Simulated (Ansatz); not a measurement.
Geometry optimisation.

Program: Ansatz.

```
crystal:
  lattice:
    - [-3.1670454414, 3.9320836003, 3.8440789957]
    - [3.1670454414, -3.9320836003, 3.8440789957]
    - [3.1670454414, 3.9320836003, -3.8440789957]
  atoms:
    - { symbol: Cd, position: [0.9611814653, 0.8361814653, 0.125] }
    - { symbol: Cd, position: [0.7111814653, 0.8361814653, 0.875] }
    - { symbol: S, position: [0.7823796501, 0.9166666667, 0.3657129834] }
    - { symbol: S, position: [0.5509536832, 0.9166666667, 0.1342870166] }
    - { symbol: S, position: [0.7823796501, 0.4166666667, 0.8657129834] }
    - { symbol: S, position: [0.5509536832, 0.4166666667, 0.6342870166] }
    - { symbol: S, position: [0.1666666667, 0.6666666667, 0.5] }
basis:
  ecutwfc: 420
kpoints:
  mp_grid: { grid: [4, 4, 4] }
hamiltonian:
  xc: pbe
scf:
  occupations: { method: gaussian, width: 0.1 }
  lower_state_search: "off"
output:
  forces: true
  stress: true
  eigenvalues: true
relax:
  adjacent_minimum: "off"
  f_tol: 0.04
  max_steps: 70
  cell: { stress_tol: 0.4 }
```

Question: How does the optimisation go?

Answer: The optimisation met its thresholds at geometry 13, counting the start as the first. The energy fell by about 2300 meV/atom from the first step to the last. The largest force component goes from about 23 eV/Å at the start to 0.012 eV/Å at the end. The volume grows from 27.4 to 29.1 Å³ per atom (+6 %), overshooting to 29.3 at step 11, as the pressure goes from 36 GPa to about 0 GPa.

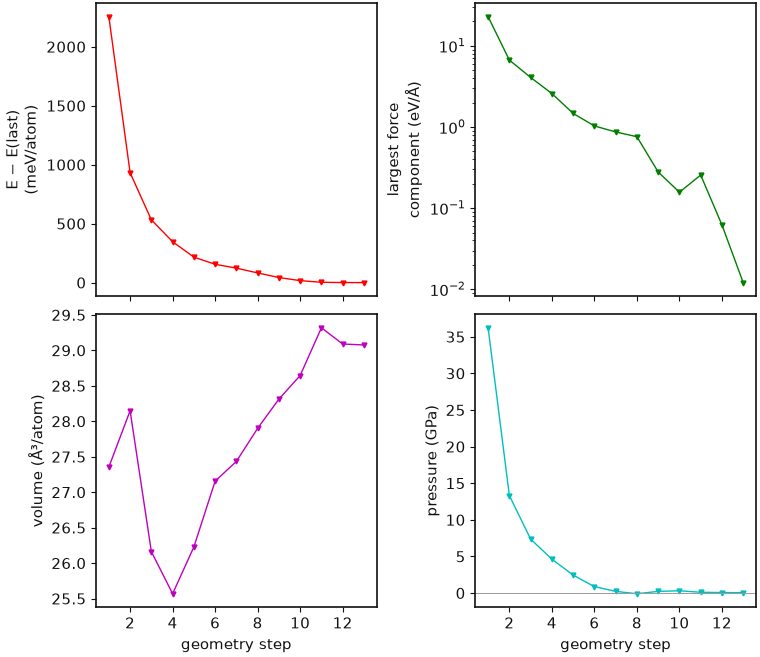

History of the run, step by step. Atoms and cell relax. A closing SCF on a freshly chosen basis isn't drawn.
